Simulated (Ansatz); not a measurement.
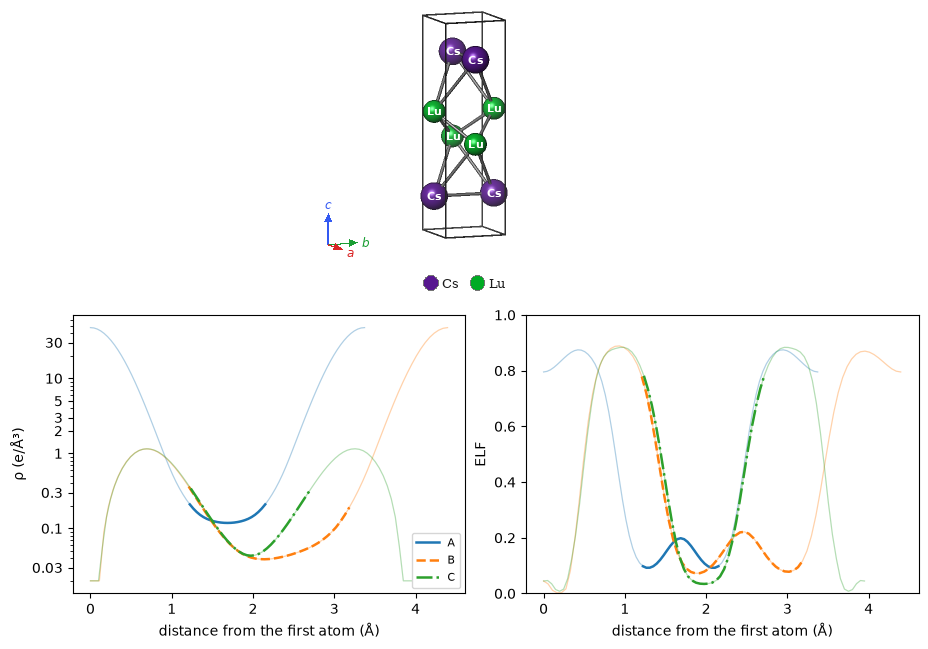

Figure 1: CsLu. Valence electron density and electron localisation function along straight lines between neighbouring atoms. Thin, pale parts lie inside the atomic spheres. The structure is drawn too.

Space group P4/nmm; a structure generated by program, which may or may not match a known phase.

The calculation used DFT PBE, scalar-relativistic, plane waves, PAW (Ansatz).

In a PAW calculation such maps are meaningful between the atoms, not at the nuclei.

```xyz
4
Lattice="3.9482 0.0000 0.0000 0.0000 3.9482 0.0000 0.0000 0.0000 13.3905" Properties=species:S:1:pos:R:3 pbc="T T T"
Cs    0.0000    1.9741   11.0336
Cs    1.9741    0.0000    2.3569
Lu    0.0000    1.9741    5.7493
Lu    1.9741    0.0000    7.6411
```

Question: Which curve belongs to which contact (Cs–Cs, Cs–Lu and Lu–Lu)? The first atom named is at distance zero.

Answer: Curve A: Lu–Lu (3.37 Å): ρ is about 0.12 e/Å³ halfway; the ELF is about 0.20 at the midpoint; no shared electron pair shows on this line. Curve B: Cs–Lu (4.39 Å): ρ is about 0.04 e/Å³ halfway; the ELF is about 0.15 at the midpoint: no shared electron pair shows on this line. Curve C: Cs–Cs (3.95 Å): ρ is about 0.04 e/Å³ halfway; the ELF is about 0.05 at the midpoint (no shared electron pair shows on this line).
